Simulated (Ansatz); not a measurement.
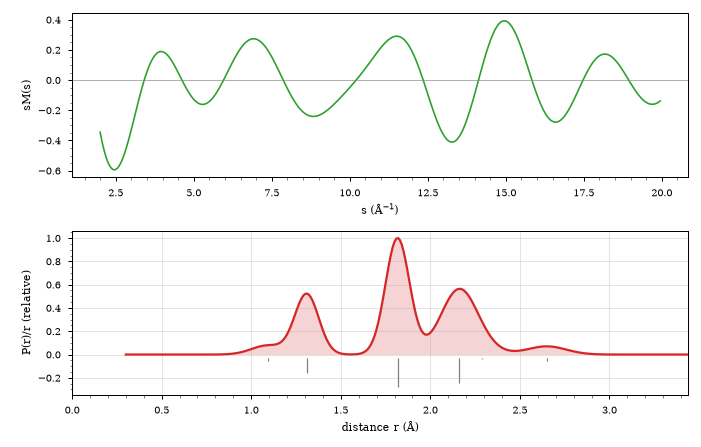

Simulated gas electron diffraction: reduced molecular intensity sM(s) from the Debye equation in the first Born approximation (top) and the radial distribution curve (bottom) of C₂HS (charge -1, ignored in the scattering factors). Each pair of atoms contributes with weight ZᵢZⱼ/r (bars below the curve); damping constant 0.001 Å²; vibrational amplitudes assumed, not computed: 0.05 Å for bonds, 0.078 Å for bonds to H, 0.06 + 0.015 r up to 0.15 Å for other pairs. The geometry is the end point of an optimisation (RKS PBE0-D4/cc-pVDZ (Ansatz)); it may be a saddle point or a higher isomer.

Question: Read the positions of the first 4 clear peaks and name the main pairs (– for bonds).

Answer: Peak 1, 1.31 Å: C–C 1.31 Å; in its flanks C–H 1.09 Å
Peak 2, 1.82 Å: S–C 1.82 Å
Peak 3, 2.16 Å: S···C 2.16 Å
Peak 4, 2.65 Å: S···H 2.65 Å
